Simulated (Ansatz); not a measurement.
# A single-point run on Ca2ZrAs6

Aim: for Ca2ZrAs6, a disordered cell, find gap or metal, charges, bonding, and the stress on the cell. The atoms and the cell stay fixed.

Program: Ansatz 0.2.0. Level of theory: DFT, a composed functional ({exchange: r2scan, correlation: pbesol}), no spin polarisation, plane waves, PAW. These are calculated values, not measurements.

## 1. The structure

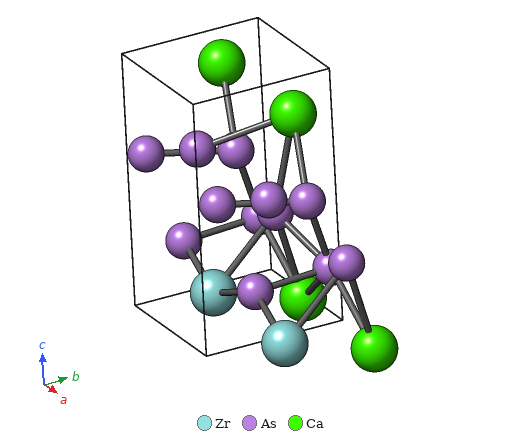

Viewed slightly off an axis; zirconium light teal, arsenic purple, calcium green. 2×1×1 cells are drawn.

Cell: a = 5.815 Å, b = 5.476 Å, c = 7.236 Å, α = 86.43°, β = 98.62°, γ = 114.43°. First neighbours, in Å of the first eight atoms: Zr1: 5 As at 2.83 to 3.21, 2 Ca at 2.91 to 2.92; As2: 5 As at 2.52 to 3.34, 2 Zr at 2.84 to 3.21, 2 Ca at 2.87 to 3.15; As3: 6 As at 2.58 to 3.34, 1 Zr at 2.95, 2 Ca at 3.20 to 3.25; As4: 2 Ca at 2.92 to 2.97, 2 As at 2.97 to 2.99, 1 Zr at 3.12; As5: 6 As at 2.56 to 3.15, 1 Ca at 2.90; As6: 5 As at 2.52 to 3.35, 1 Zr at 2.83, 3 Ca at 2.98 to 3.49; As7: 5 As at 2.59 to 3.14, 1 Ca at 3.00; Ca8: 6 As at 2.87 to 3.58, 2 Zr at 2.91 to 2.92, 2 Ca at 3.19 to 3.37.

Its coordinates follow in the input file.

Its first density is an earlier solution for the same cell, read from a checkpoint.

## 2. The calculation

The input, input.yaml:

```yaml
crystal:
  lattice:
    - [5.574933, -1.541617, -0.597644]
    - [-0.894169, 5.397294, -0.231064]
    - [-0.155294, 0.739004, 7.196112]
  atoms:
    - { symbol: Zr, position: [0.50324, 0.322679, 0.105672] }
    - { symbol: As, position: [0.066433, 0.345216, 0.220598] }
    - { symbol: As, position: [0.794599, 0.65572, 0.436498] }
    - { symbol: As, position: [0.593592, 0.216361, 0.709604] }
    - { symbol: As, position: [0.306294, 0.637675, 0.586515] }
    - { symbol: As, position: [0.197556, 0.837261, 0.273153] }
    - { symbol: As, position: [0.023035, 0.127438, 0.588351] }
    - { symbol: Ca, position: [0.654302, 0.894195, 0.034157] }
    - { symbol: Ca, position: [0.032556, 0.704081, 0.868761] }
kpoints:
  mp_grid: { grid: [4, 4, 3], shift: [0.0, 0.0, 0.5] }
magnetization:
  spin_polarized: false
scf:
  occupations: { method: fermi_dirac, width: 0.0523 }
  lower_state_search: "off"
  max_iter: 200
hamiltonian:
  pseudopotentials: { kind: paw }
  xc: { exchange: r2scan, correlation: pbesol }
basis:
  ecutwfc: 500
  fft_grid_basis: typed
output:
  forces: true
  stress: true
  eigenvalues: true
  bader: true
  populations: true
  elf: true
  write_potential: true
  volumetric_format: npy
  dos:
    e_range: [-12, 8]
    de: 0.05
    projected: { site_lists: { As: [As], Ca: [Ca], Zr: [Zr] } }
checkpoint:
  read: saved_state
```

Output:

```text
Warning: RAYON_NUM_THREADS=1 ignored (pool sized by the plan → 1); use --threads N
Engine: ansatz 0.2.0, aarch64-unknown-linux-gnu
Pseudopotentials: kind: paw
Pseudopotential: Zr, paw, valence charge 12, recommended cutoff 500 eV (meta_gga), Zr.paw.azcp
Pseudopotential: As, paw, valence charge 15, recommended cutoff 500 eV (meta_gga), As.paw.azcp
Pseudopotential: Ca, paw, valence charge 10, recommended cutoff 500 eV (meta_gga), Ca.paw.azcp
Functional definition: unnamed
  exchange = r2scan_x
  correlation = pbe_c(beta = 0.046)
Crystal: 9 atoms, lattice volume = 207.399 Å³
Basis set: ecut = 500 eV, 5245 PW (Γ), exchange–correlation on 180×160×216 points (64 copies of the dense FFT grid, shifted against one another)
Bands: 74, of which v1, the nominal top of the filled ones, is band 61 counted from 1 (60 counted from 0)
Symmetry: 1 space group operations
Space group: P1 (ITA 1), of the structure as read, at distance tolerance 5.9e-5 Å
k-points: 26 of 48 (time reversal used)
Non-local potential: Zr, projectors of the file, l = 0: 3, l = 1: 2, l = 2: 2, l = 3: 2
Non-local potential: As, projectors of the file, l = 0: 2, l = 1: 2, l = 2: 3, l = 3: 1
Non-local potential: Ca, projectors of the file, l = 0: 3, l = 1: 2, l = 2: 2
PAW form: soft (Blöchl's): semilocal exchange-correlation on the pseudo side does not see the compensation charge
PAW frozen core: Zr, regenerated for the run's functional (the file was generated under x = pbe(κ = 0.804, μ = 0.2195149727645171), c = pbe(β = 0.06672455060314922))
PAW frozen core: As, regenerated for the run's functional (the file was generated under x = pbe(κ = 0.804, μ = 0.2195149727645171), c = pbe(β = 0.06672455060314922))
PAW frozen core: Ca, regenerated for the run's functional (the file was generated under x = pbe(κ = 0.804, μ = 0.2195149727645171), c = pbe(β = 0.06672455060314922))
PAW one-centre angular grid: Zr, 590 points (default); XC on 160 Gauss nodes
PAW one-centre angular grid: As, 590 points (default); XC on 160 Gauss nodes
PAW one-centre angular grid: Ca, 302 points (default); XC on 160 Gauss nodes
Initial density: read from a saved state, or passed on in memory by an earlier SCF of this step, an earlier step, the calling program or the single point that the run made first
Initial wavefunctions: pseudopotential atomic-orbital guess
Functional: x = r2scan, c = pbesol(β = 0.046); τ floored in thin density (d = 2e-4 eV/Å³)
iter 1 solved again at ethr=1.57e-6 eV; its pass at ethr=3.10e-3 eV (dr2=1.91e-3 eV) is discarded
SCF iter   1: F=-37072.344868 eV  HF=-37072.339390 eV  |F-HF|=5.48e-3  |Δ(HF+E_count)|=         —  Δρ=8.72e-4  dr2=2.56e-3  dr2_τ=4.80e-4  ethr=1.57e-6  ⟨swp⟩=3.0  Hψ=13159  notcnv=0
preconditioner: auto → Kerker (q_TF=auto, 2.497 Å⁻¹)  [metal: Δε(μ)=0.036 eV  Ē_g=7.673 eV  σ=0.052 eV  W_gap=0.17  n_scr=54 (ndim 8)  ℏωp=15.9 eV  f_vac=0.002  D(μ)=5.79/eV (n_scr^D=38)]
SCF iter   2: F=-37072.346754 eV  HF=-37072.346220 eV  |F-HF|=5.34e-4  |Δ(HF+E_count)|=   6.83e-3  Δρ=4.55e-4  dr2=3.86e-4  dr2_τ=8.51e-5  ethr=1.57e-6  ⟨swp⟩=2.0  Hψ=3094  notcnv=0
SCF iter   3: F=-37072.346887 eV  HF=-37072.346871 eV  |F-HF|=1.63e-5  |Δ(HF+E_count)|=   6.51e-4  Δρ=1.86e-4  dr2=1.43e-4  dr2_τ=9.70e-6  ethr=3.16e-7  ⟨swp⟩=2.0  Hψ=2494  notcnv=0
SCF iter   4: F=-37072.346965 eV  HF=-37072.346959 eV  |F-HF|=6.27e-6  |Δ(HF+E_count)|=   8.79e-5  Δρ=6.78e-5  dr2=1.16e-5  dr2_τ=8.70e-7  ethr=1.17e-7  ⟨swp⟩=2.0  Hψ=2532  notcnv=0
SCF iter   5: F=-37072.346957 eV  HF=-37072.346956 eV  |F-HF|=1.64e-6  |Δ(HF+E_count)|=   3.28e-6  Δρ=3.08e-5  dr2=2.44e-6  dr2_τ=1.85e-7  ethr=9.50e-9  ⟨swp⟩=2.0  Hψ=3387  notcnv=0
SCF iter   6: F=-37072.346958 eV  HF=-37072.346958 eV  |F-HF|=2.07e-7  |Δ(HF+E_count)|=   2.38e-6  Δρ=1.10e-5  dr2=3.76e-7  dr2_τ=1.91e-8  ethr=2.00e-9  ⟨swp⟩=2.0  Hψ=3457  notcnv=0
SCF iter   7: F=-37072.346958 eV  HF=-37072.346958 eV  |F-HF|=2.75e-9  |Δ(HF+E_count)|=   3.04e-7  Δρ=4.27e-6  dr2=8.86e-8  dr2_τ=2.60e-9  ethr=8.20e-11  ⟨swp⟩=10.1  Hψ=13219  notcnv=0
SCF 1 converged in 7 iterations: F = -37072.346958 eV  dr2 = 8.86e-8
SCF converged after 7 iterations
Free energy (F): -37072.346958 eV
Harris-Foulkes:  -37072.346958 eV  (|F-HF|=2.75e-9)
Internal energy: -37072.294323 eV  (E = F + TS)
E sigma→0 (E₀):  -37072.320641 eV
Entropy (-TS):   -0.052635 eV (-5.848 meV/atom)
Fermi energy:    10.175433 eV
--- Per-component energies (eV) ---
  E_band       = -1902.352550
  E_kinetic    = 1505.927473
  E_local      = -13125.992708  (includes V_loc(G=0)·N_el)
  E_nonlocal   = -3813.841328
  E_hartree    = 6743.374531
  E_xc         = -871.187862
  E_vxc        = -1150.857988  (∫ρ·V_xc dr)
  E_paw        = -15828.292615  (= ΣΔE_a)
  E_vpaw       = 1107.602451  (= ΣTr[D̂ρ^β])
  E_aug_tail   = -0.000033  (compensation charges beyond the density's cutoff)
  E_vtau       = 88.058939  (kinetic-family band-sum trace: ∫τ·v_τ [+ j·A + Jᵃ·Aᵃ] dr)
  E_ewald      = -11670.034410
  E_core_change = -12.247372  (= ΣΔE_core)
  E_smearing   = -0.052635  (= −TS)
  E_closure    = -0.000000  (closes the sum)
  Σ components = -37072.346958   (vs F -37072.346958, Δ=0.00e0)
--- Forces (eV/Å), atoms counted from 1 ---
  atom   1  Zr    -0.66978173    -0.66793842     0.81873697
  atom   2  As     0.43119397     0.34082596    -1.50663142
  atom   3  As    -1.02225794    -0.07671149    -0.04722637
  atom   4  As    -0.70871345    -0.01926479     0.49540937
  atom   5  As     1.26401750    -0.22520756     0.85308922
  atom   6  As     0.27348763     0.38935774    -0.91206997
  atom   7  As    -0.23298398     0.94669535     1.13440291
  atom   8  Ca     0.34884175    -0.01219988     0.09478537
  atom   9  Ca     0.31621947    -0.67561897    -0.93076403
  max |Σ_I F_I| component: 2.68e-4 eV/Å
--- Stress (GPa, compression-positive) ---
       -3.410128      -1.848885       1.463397
       -1.848884       6.329390       0.983275
        1.463397       0.983276      -2.509869
  P = ⅓ Tr σ = 0.1365 GPa (1.365 kbar)
--- Band table (eV; the first three rows and the last of 26) ---
  k-point 0: bands = ["-41.5968", "-33.4265", "-33.3294", "-26.8071", "-26.7968", "-26.7689", "-26.7489", "-26.7375", "-26.7176", "-26.7084", "-26.6898", "-26.6802", "-26.6534", "-26.6490", "-26.6358", "-26.6325", "-26.6184", "-26.6062", "-26.5857", "-26.5751", "-26.5580", "-26.5159", "-26.5083", "-26.3404", "-26.3355", "-26.2696", "-26.2184", "-26.2080", "-26.1663", "-26.1603", "-26.1045", "-26.0652", "-26.0526", "-18.8593", "-18.8104", "-18.7281", "-13.4888", "-13.3157", "-13.2570", "-13.2017", "-13.1680", "-13.1347", "-4.6592", "-2.2300", "-0.7671", "-0.4265", "-0.1061", "1.0351", "4.5515", "4.8850", "5.1883", "5.3431", "6.2105", "6.5796", "7.3604", "7.6442", "8.1096", "8.3162", "9.3713", "9.5953", "10.2004", "10.5283", "10.9287", "11.2693", "11.5998", "11.9114", "12.4717", "12.5280", "12.9205", "13.1878", "13.2141", "13.7592", "13.9553", "14.3300"]
  k-point 1: bands = ["-41.5968", "-33.4265", "-33.3294", "-26.8071", "-26.7968", "-26.7689", "-26.7489", "-26.7375", "-26.7176", "-26.7084", "-26.6898", "-26.6802", "-26.6534", "-26.6490", "-26.6358", "-26.6325", "-26.6184", "-26.6062", "-26.5857", "-26.5751", "-26.5581", "-26.5159", "-26.5083", "-26.3404", "-26.3355", "-26.2696", "-26.2184", "-26.2080", "-26.1663", "-26.1603", "-26.1045", "-26.0652", "-26.0526", "-18.8593", "-18.8104", "-18.7281", "-13.4888", "-13.3157", "-13.2573", "-13.2023", "-13.1681", "-13.1347", "-4.5881", "-2.3985", "-0.7738", "-0.4182", "-0.0158", "0.9930", "4.5194", "4.8218", "5.2456", "5.7429", "6.2028", "6.7213", "7.0786", "7.7830", "8.3142", "8.4839", "8.7321", "9.5858", "9.9731", "10.0597", "10.9387", "11.3693", "11.4790", "11.9670", "12.4150", "12.5529", "12.9622", "13.1474", "13.4754", "13.9696", "14.1567", "14.4062"]
  k-point 2: bands = ["-41.5966", "-33.4272", "-33.3296", "-26.8067", "-26.7971", "-26.7692", "-26.7489", "-26.7355", "-26.7187", "-26.7094", "-26.6898", "-26.6812", "-26.6533", "-26.6478", "-26.6361", "-26.6327", "-26.6182", "-26.6063", "-26.5854", "-26.5752", "-26.5581", "-26.5156", "-26.5082", "-26.3407", "-26.3356", "-26.2695", "-26.2184", "-26.2079", "-26.1663", "-26.1603", "-26.1045", "-26.0652", "-26.0526", "-18.8473", "-18.8104", "-18.7289", "-13.4939", "-13.3314", "-13.2590", "-13.2023", "-13.1662", "-13.1336", "-4.3913", "-2.2079", "-1.4868", "-0.7246", "0.1942", "0.9191", "4.5896", "4.8186", "5.4504", "6.0369", "6.3154", "6.9475", "7.4931", "7.9644", "8.1524", "8.4536", "9.1912", "9.6237", "10.0315", "10.3663", "10.8528", "11.0855", "11.6443", "11.9194", "12.2791", "12.4021", "12.8100", "13.0138", "13.1837", "13.5961", "13.9751", "14.2654"]
  k-point 25: bands = ["-41.5965", "-33.4235", "-33.3343", "-26.8063", "-26.7973", "-26.7694", "-26.7490", "-26.7328", "-26.7207", "-26.7096", "-26.6900", "-26.6818", "-26.6530", "-26.6479", "-26.6367", "-26.6328", "-26.6181", "-26.6065", "-26.5846", "-26.5750", "-26.5579", "-26.5156", "-26.5079", "-26.3410", "-26.3356", "-26.2693", "-26.2183", "-26.2081", "-26.1663", "-26.1603", "-26.1044", "-26.0652", "-26.0526", "-18.8346", "-18.8113", "-18.7305", "-13.4681", "-13.3473", "-13.2943", "-13.1908", "-13.1669", "-13.1395", "-3.7444", "-2.8945", "-1.3449", "-0.7846", "-0.2224", "0.2421", "5.0126", "5.2777", "5.6897", "6.3931", "6.6743", "7.2259", "7.9298", "8.1070", "8.6778", "8.8243", "9.2757", "9.6585", "9.8662", "10.0489", "10.5506", "10.6350", "11.1340", "11.6591", "11.9724", "12.2972", "12.7716", "12.9877", "13.3986", "13.6264", "13.9136", "14.5666"]
--- Löwdin populations: 9 sites ---
  site symbol       q [e]
     0     Zr     11.8886
     1     As     15.5383
     2     As     15.2398
     3     As     15.5752
     4     As     15.2091
     5     As     15.2786
     6     As     15.1748
     7     Ca      8.4736
     8     Ca      8.4563
  spilling = 0.009554 (of n_electrons = 122.000000)
--- Bader charges: 9 sites ---
  site symbol  charge [e]  shift [e]
     0     Zr      0.9318     0.0001
     1     As     -0.9423     0.0001
     2     As     -0.4051     0.0003
     3     As     -0.8434     0.0001
     4     As     -0.2926     0.0001
     5     As     -0.6797     0.0004
     6     As     -0.2364     0.0001
     7     Ca      1.1484     0.0001
     8     Ca      1.3192     0.0001
  estimated error of the sums over rays = 6.0e-4 e
```

Wall time 3.7 min (1 thread of an Arm CPU, shared host); peak memory 0.92 GiB.

## 3. How far from equilibrium

Sizes of the largest forces and where they point against the nearest neighbour:

```
atom  force (eV/Å)  nearest  distance (Å)             direction
 As2         1.604      As6          2.52                across
 As5         1.541      As6          2.56          away from it
 As7         1.496      As5          2.59  (others are as near)
 Zr1         1.251      As6          2.83  (others are as near)
 Ca9         1.193      As5          2.90            towards it
 As6         1.029      As2          2.52                across
 As3         1.026      As6          2.58          away from it
 As4         0.865      Ca8          2.92                across
```

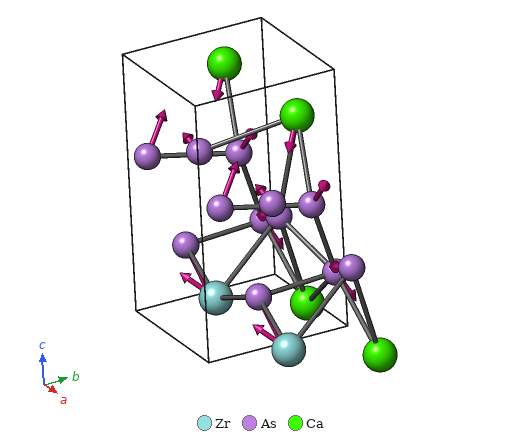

Forces as arrows; the longest is 1.60 eV/Å.

Principal stresses (compression positive): -4.87, -1.44, 6.72 GPa; their mean, the pressure, is 0.14 GPa.

## 4. Density of states

Counts of states in windows (eV from the Fermi level; tetrahedra), total and projected:

```
from    to  total  As s  As p  Zr d
-4.5  -4.0   2.09  0.11  1.76  0.10
-4.0  -3.5   2.02  0.11  1.68  0.13
-3.5  -3.0   1.82  0.08  1.48  0.14
-3.0  -2.5   2.09  0.09  1.67  0.17
-2.5  -2.0   2.38  0.12  1.81  0.24
-2.0  -1.5   2.46  0.14  1.82  0.26
-1.5  -1.0   1.63  0.10  1.15  0.22
-1.0  -0.5   2.72  0.12  1.43  0.74
-0.5   0.0   2.86  0.16  1.38  0.85
 0.0   0.5   2.95  0.12  1.37  0.95
 0.5   1.0   3.13  0.13  1.37  1.06
 1.0   1.5   2.63  0.11  1.28  0.71
 1.5   2.0   2.86  0.10  1.36  0.70
```

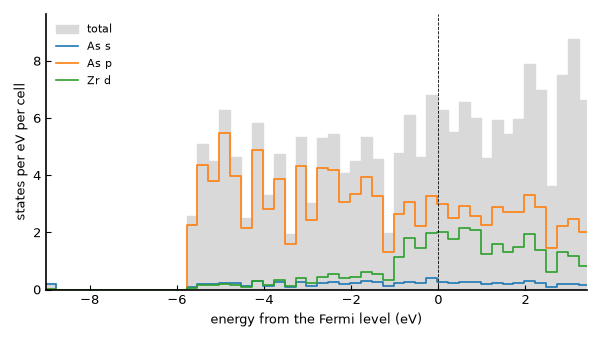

Total and projected density of states, in bins of 0.25 eV.

## 5. How the electrons are shared

Gathered by element (positive charge: electrons given up): Löwdin charges also hold the electrons that the projection spills.

```
element  atoms  Bader charge (e)  Bader volume (Å³)  Löwdin charge (e)
     Zr      1             +0.93               22.9              +0.11
     As      6    -0.94 to -0.24       24.1 to 29.1     -0.58 to -0.18
     Ca      2    +1.15 to +1.32       14.5 to 15.2     +1.53 to +1.54
```

The Löwdin projection spills 1.0 % of the electrons and depends on the orbitals chosen; where it disagrees with Bader's partition, neither is an observable.

## 6. Maps of the fields

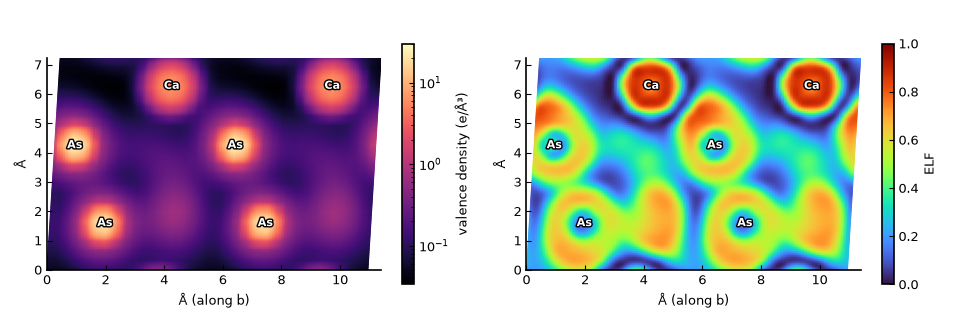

Valence density (left, log scale) and ELF (right) in the plane spanned by b and c at height 0.033 along a (axes of the input's cell); atoms within 0.2 Å are lettered, 2×1 cells. Inside the augmentation spheres the fields are the smooth ones.

At the density minimum on some short contacts:

```
contact  length (Å)  minimum at (fraction)  density (e/Å³)   ELF
As2–As6       2.515                   0.50           0.498  0.71
Zr1–As6       2.834                   0.47           0.272  0.22
As2–Ca8       2.866                   0.55           0.183  0.11
Zr1–Ca8       2.914                   0.53           0.147  0.07
```

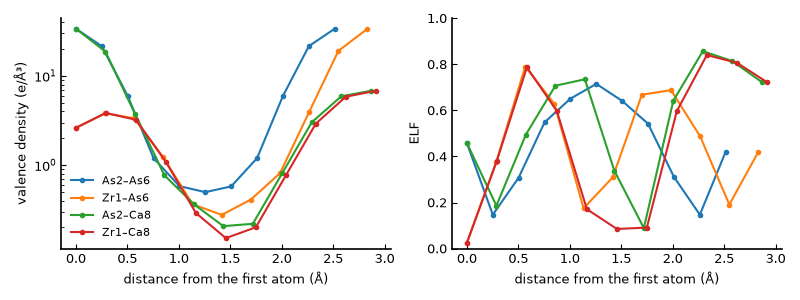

Smooth valence density and ELF along the contacts, at tenths of each length.

## 7. Results

| quantity | value |
| --- | --- |
| largest force | 1.604 eV/Å on As2 |
| pressure | 0.1 GPa |
| character | metal |
| density of states, mean within 0.25 eV of the Fermi level | 6.5 per eV per cell |
| Bader charges | Zr +0.93, As -0.94 to -0.24, Ca +1.15 to +1.32 e |

In words: The cell is metallic; within 0.25 eV of the Fermi level the density of states averages 6.5 per eV per cell, mostly As p (47 %) and Zr d (31 %). With forces up to 1.60 eV/Å (on As2), a relaxation would move the atoms. By Bader's partition Ca gives up most (+1.23 e) and As takes most (-0.57 e). At 0.1 GPa the volume is near equilibrium for these atomic positions, and unequal principal stresses would change its shape.

Caveats: the k mesh is coarse for a cell without a gap.
